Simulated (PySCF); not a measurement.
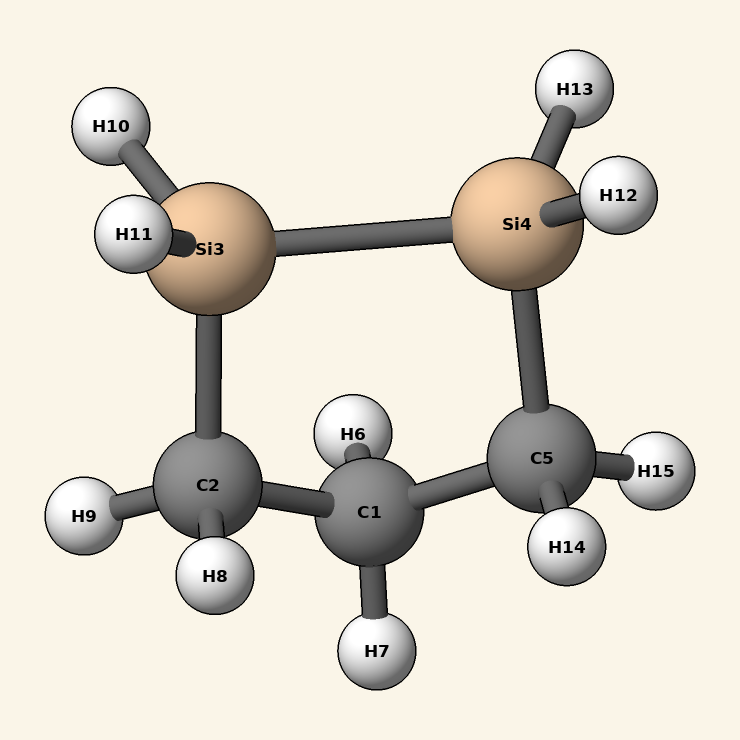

The geometry was computed by an optimisation with PBE0-D3(BJ)/def2-SVP. No frequency run is at hand to confirm it as a minimum. Properties computed with GIAO CAM-B3LYP/pcSseg-1 NMR shielding, non-relativistic, gas phase (PySCF 2.14.0). Principal shieldings σ11 ≤ σ22 ≤ σ33, span Ω = σ33 − σ11, skew κ = 3(σiso − σ22)/Ω.

Give the shielding tensors of the Si atoms.

```
    atom    σ11    σ22    σ33   σiso     Ω     κ
Si3, Si4  379.1  387.2  461.7  409.3  82.6  0.80
```

Shieldings and span in ppm.
